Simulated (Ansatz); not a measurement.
## Electronic structure of CH5InOS2 in real space

```xyz
10

C    -0.0118    0.9762    1.3591
O    -0.1689   -0.3462    0.9196
In   -0.0118   -0.8361   -0.9939
S    -0.3178   -3.1278   -1.4694
S     0.4579    0.8802   -2.5621
H     0.9823    1.3869    1.1320
H    -0.1312    0.9960    2.4475
H    -0.7623    1.6585    0.9353
H    -0.5231   -3.4058   -0.1694
H     0.4867    1.8182   -1.5987
```

Geometry: PBE0-D4/def2-TZVP; core potentials replace the inner electrons of In.

These are results of Ansatz, RKS PBE0-D4/def2-TZVPP, not measurements.

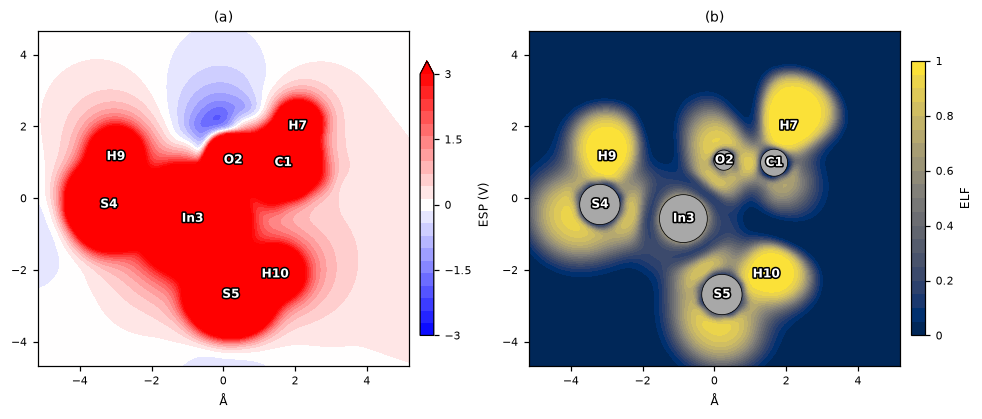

Figure 1. (a) molecular electrostatic potential; (b) ELF on the plane of atoms In3, S4 and H9. Grey discs cover the atomic cores in the ELF map.

**Read the bonding off the picture.**

Atoms in the plane: C, O, In, S and H.
C–O (1.40 Å): the ELF peaks at about 0.90 between the atoms: a polar covalent bond.
In–O (1.98 Å): the ELF peaks at about 0.85 in the valence shell of O, 0.6 Å from its nucleus, and drops to about 0.15 between the two atoms.
In–S (2.36 Å): the ELF peaks at about 0.85 in the valence shell of S, 0.9 Å from its nucleus, and drops to about 0.20 between the two atoms.
C–H (1.10 Å): the ELF climbs to about 1 towards the hydrogen, as it does in any bond to H; an ordinary covalent bond to hydrogen.
S–H (1.34 Å): the ELF climbs to about 1 towards the hydrogen.
The ELF also peaks beside S5, S4 and O2, away from the bonds: lone-pair regions.
Outside the dense part of the molecule the potential is most negative (−1.9 V) near O2.

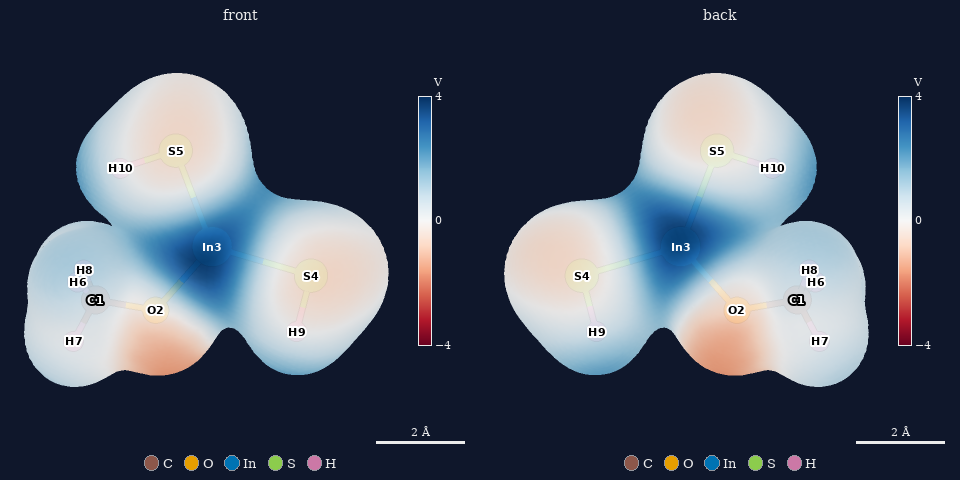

Figure 2. The electrostatic potential painted on the density surface at 0.004 e/bohr³, seen from the front and from behind; red is negative and blue positive.

**Where is the surface potential most negative and most positive?**

The most negative region (about −1.6 V) lies over O2, the most positive (about +3.8 V) over In3. O2 is the likeliest acceptor of a hydrogen bond.

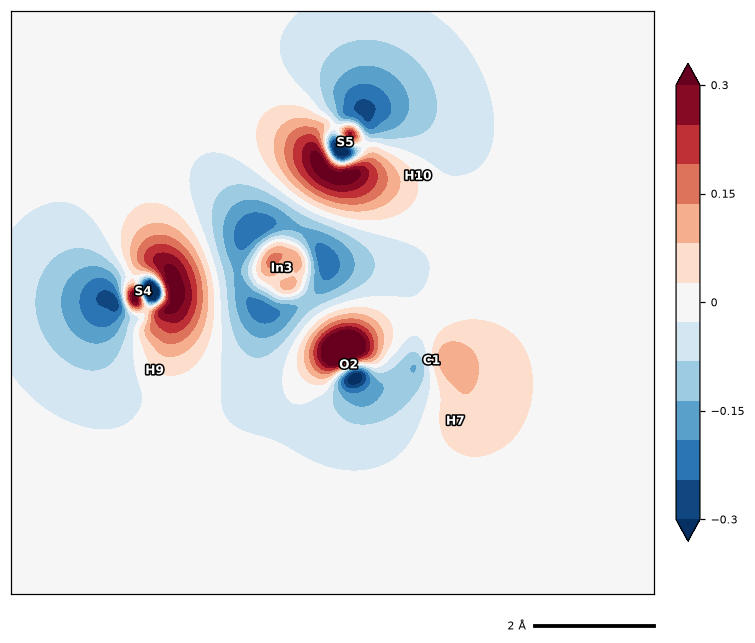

Figure 3. One frontier orbital on the plane of atoms O2, C1 and H7 (values in Å⁻³ᐟ²; the overall sign is arbitrary).

**Which orbital is it: HOMO or LUMO?**

The LUMO, at −1.72 eV. It lies mainly on In3 (about 45 %), S4 (about 20 %), S5 (about 20 %) and O2 (about 10 %).
